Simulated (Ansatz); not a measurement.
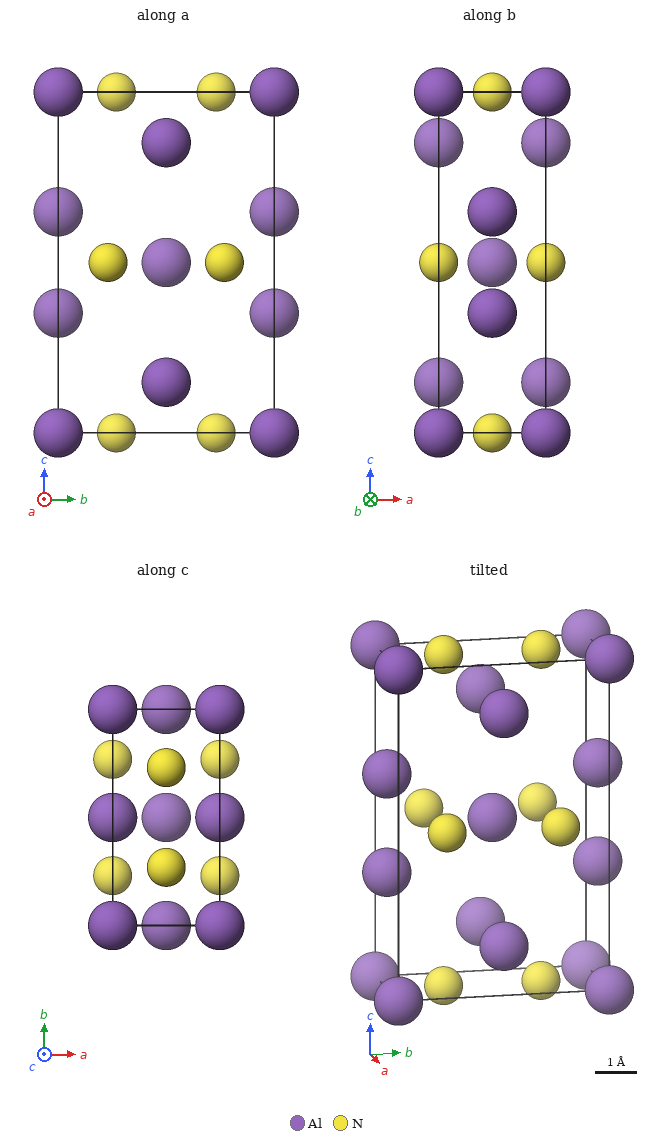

This spheres-only model is shown along the a axis, along the b axis, along the c axis and slightly off an axis. The conventional unit cell is outlined; an atom on or near a face, edge or corner is repeated at each equivalent position.

Lattice parameters: a = 2.6347 Å, b = 5.3087 Å, c = 8.3741 Å, α = 90.000°, β = 90.000°, γ = 90.000°.

Question: Give the structure in the form of a CIF in P1 with every atom of the cell, with free fractional coordinates to two decimals.

Answer:
```cif
data_structure
_symmetry_space_group_name_H-M 'P 1'
_symmetry_Int_Tables_number 1
_cell_length_a 2.6347
_cell_length_b 5.3087
_cell_length_c 8.3741
_cell_angle_alpha 90.000
_cell_angle_beta 90.000
_cell_angle_gamma 90.000
_cell_volume 117.13
loop_
_atom_site_label
_atom_site_type_symbol
_atom_site_fract_x
_atom_site_fract_y
_atom_site_fract_z
_atom_site_occupancy
Al1 Al 0.00 0.00 0.00 1
Al2 Al 0.00 0.50 0.85 1
Al3 Al 0.00 0.50 0.15 1
N1 N 0.50 0.27 0.00 1
N2 N 0.50 0.73 0.00 1
Al4 Al 0.50 0.50 0.50 1
Al5 Al 0.50 0.00 0.35 1
Al6 Al 0.50 0.00 0.65 1
N3 N 0.00 0.77 0.50 1
N4 N 0.00 0.23 0.50 1
```

The structure was taken from a structure type filled with these elements by a generator (whether the compound takes this form wasn't checked). Earlier steps of the study may have refined or changed the cell and positions. An electronic-structure calculation with Ansatz was run on it.
